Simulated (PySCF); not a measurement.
**C5H5FO, SMILES `CC1C=C(F)C1=O`: what the electrons do**

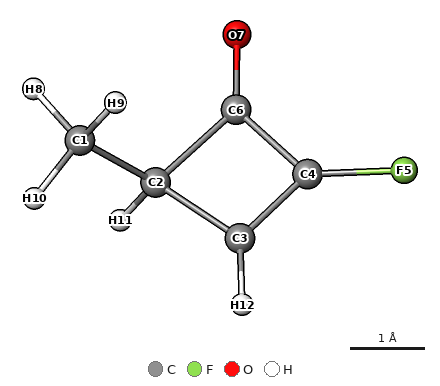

The molecule, with its atoms numbered as below. No frequency check shows the geometry to be a minimum.

Geometry (Å), atoms numbered from 1:

```
C1       2.1883    0.3752    0.4877
C2       1.0291    0.2853   -0.4916
C3      -0.1104    1.2720   -0.2921
C4      -1.0070    0.3218   -0.0014
F5      -2.3032    0.3636    0.2993
C6      -0.0398   -0.7895   -0.1512
O7      -0.0388   -1.9760   -0.0399
H8       2.8167   -0.5071    0.3962
H9       1.8205    0.4346    1.5095
H10      2.7917    1.2565    0.2820
H11      1.3958    0.2207   -1.5178
H12     -0.1469    2.3426   -0.3526
```

## 1. Localised orbitals

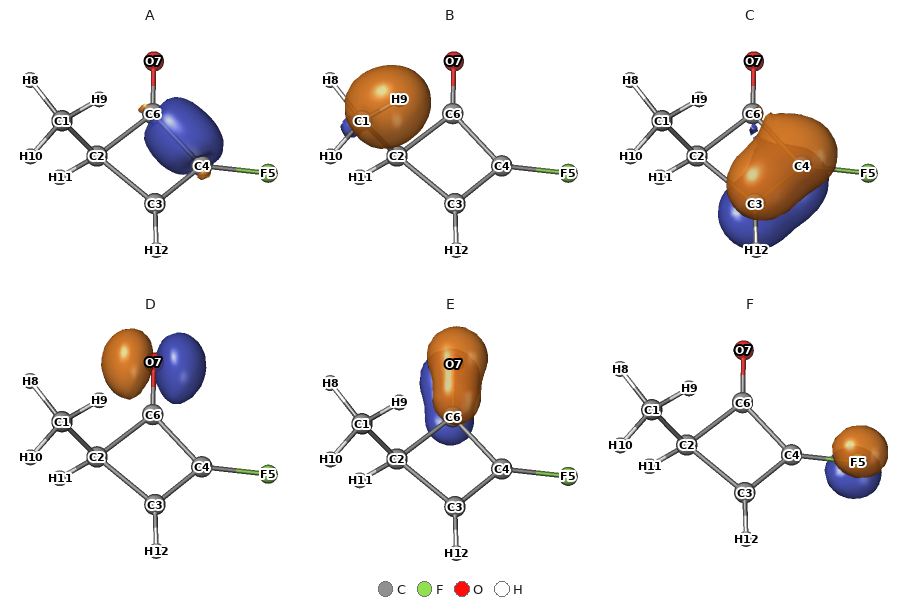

Pipek–Mezey orbitals, occupied; each surface holds about 70 % of the orbital's density. Energies are diagonal elements of the Fock matrix.

PySCF calculation, CAM-B3LYP/6-311G**, gas phase; geometry: GFN2-xTB.

Question: What does each orbital represent in a Lewis picture?

Answer: By panel:
- A: σ bond C4–C6 (C4 51 %, C6 48 %; −18.6 eV)
- B: σ bond C1–H9 (C1 56 %, H9 44 %; −15.2 eV)
- C: π bond C4–C3 (C4 48 %, C3 44 %, C6 5 %; −11.1 eV)
- D: lone pair on O7 (p-type) (O7 92 %, C6 5 %; −10.8 eV)
- E: π bond O7–C6 (O7 66 %, C6 33 %; −12.7 eV)
- F: lone pair on F5 (p-type) (F5 96 %; −14.3 eV)

## 2. Magnetic shielding

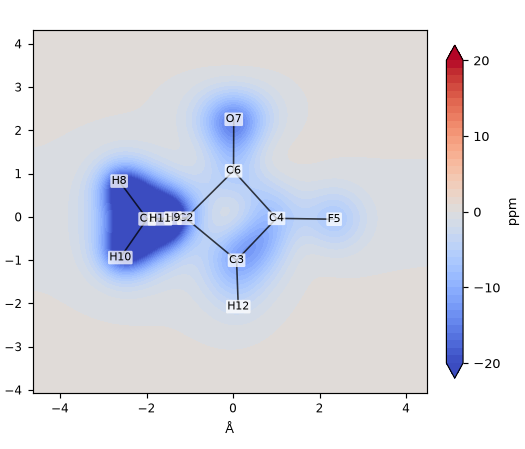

Isotropic NICS 1.0 Å above the plane of the 4-membered ring C2/C3/C4/C6; GIAO shieldings; atoms are projected onto the map; negative values mean shielding.

Level of theory: B3LYP/6-31+G* (PySCF), at a geometry from GFN2-xTB.

Question: Classify the ring and give its NICS values.

Answer: It is neither clearly shielded nor deshielded above its centre; an sp³ atom breaks the ring's conjugation, so the values mix its σ bonds and separate π bonds and show no closed π ring current: NICS(0) = −2.6, NICS(1) = −2.7 and −2.5, NICS(1)zz = +0.3 and −0.7 (two faces) ppm.

## 3. Stretching a bond

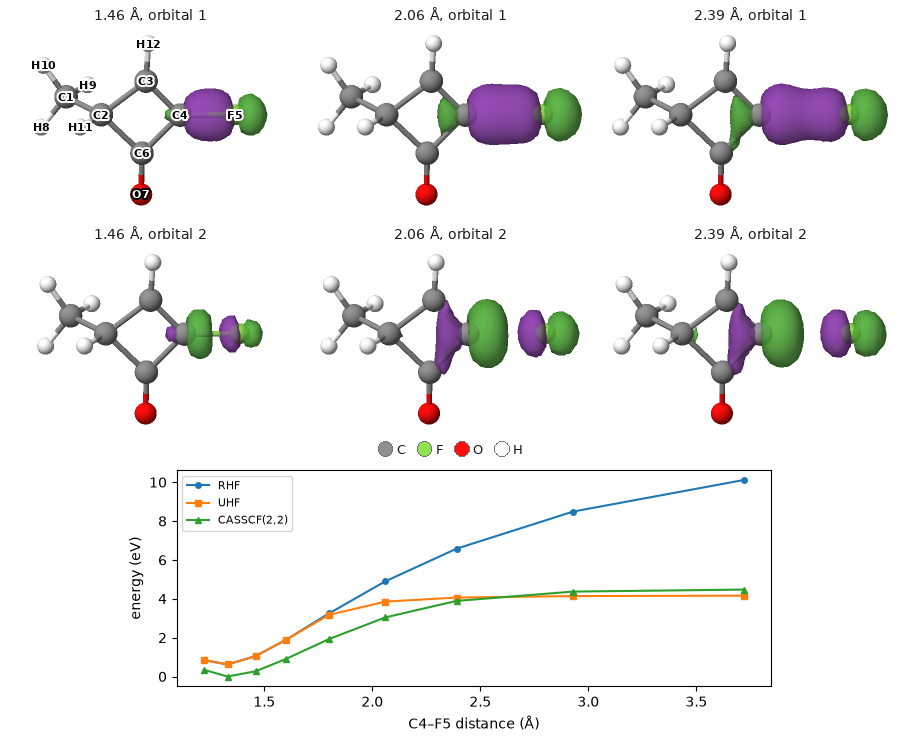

Rigid stretch of the C4–F5 bond. The two CASSCF(2,2) natural orbitals nearest half filling (orbital 1 the more occupied). Below: energies along the scan, from the lowest point of the three curves.

Method: 6-31G* basis; geometry: GFN2-xTB; program: PySCF.

Question: How do the occupations change along the stretch?

Answer: 1.46 Å: 1.97 and 0.03; 2.06 Å: 1.78 and 0.22; 2.39 Å: 1.56 and 0.44. At the longest distance computed (3.72 Å) they are 1.05 and 0.95, and the effective number of unpaired electrons is 2.0.

UHF's ⟨S²⟩ passes 1 along the scan (up to 1.28), so it also polarises electrons outside the stretched bond; its energy lowering isn't due to that bond alone.

UHF already breaks spin symmetry near equilibrium here (⟨S²⟩ = 0.06 at 1.33 Å), for reasons apart from this bond.

Question: How much energy does the stretch cost?

Answer: By CASSCF, 4.5 eV from the lowest point of the scan (1.33 Å) to 3.72 Å; RHF gives 9.5 eV from its own lowest point. The fragments aren't relaxed and dynamic correlation is missing, so this isn't a bond dissociation energy.

The PySCF runs shown took 62 s, 2.1 min and 18 min on 1 thread of AMD EPYC (Zen 3) (shared host).
